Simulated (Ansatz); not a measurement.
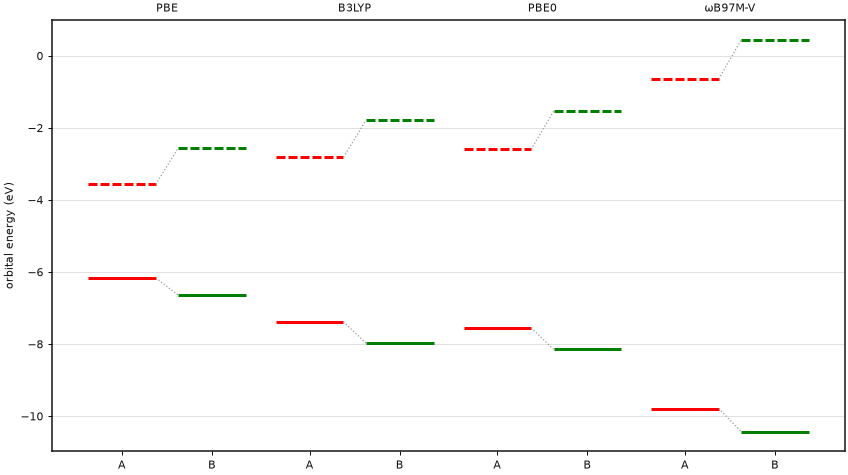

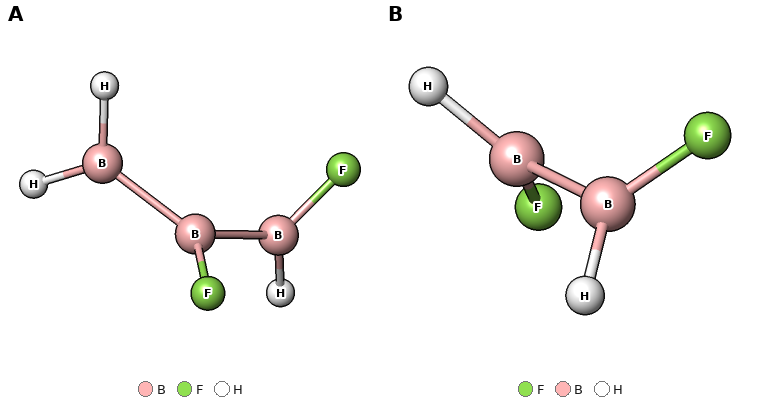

One change: A, B₃H₃F₂ (SMILES BB(F)BF), becomes B, B₂H₂F₂ (SMILES FBBF). BH₂ on B is replaced by H. HOMO (solid) and LUMO (dashed) computed in def2-TZVPP at PBE0-D4/def2-TZVP geometries, both minima by their frequencies, gas phase, the Ansatz code 0.2.0. Empty levels above zero depend strongly on the basis.

### What does the change do to HOMO and LUMO?

PBE: the HOMO falls by 0.48 eV, the LUMO rises by 1.02 eV, and the separation goes from 2.60 to 4.09 eV. B3LYP: the HOMO falls by 0.59 eV, the LUMO rises by 1.03 eV, and the separation goes from 4.57 to 6.18 eV. PBE0: the HOMO falls by 0.59 eV, the LUMO rises by 1.06 eV, and the separation goes from 4.96 to 6.61 eV. ωB97M-V: the HOMO falls by 0.64 eV, the LUMO rises by 1.09 eV, and the separation goes from 9.15 to 10.87 eV.

### Do the functionals agree on the effect?

They agree on the direction for both levels; the HOMO shift lies between −0.64 and −0.48 eV and the LUMO shift between 1.02 and 1.09 eV, while the separations themselves differ by up to 6.8 eV between functionals.

Caveats: one conformer of each flexible molecule.
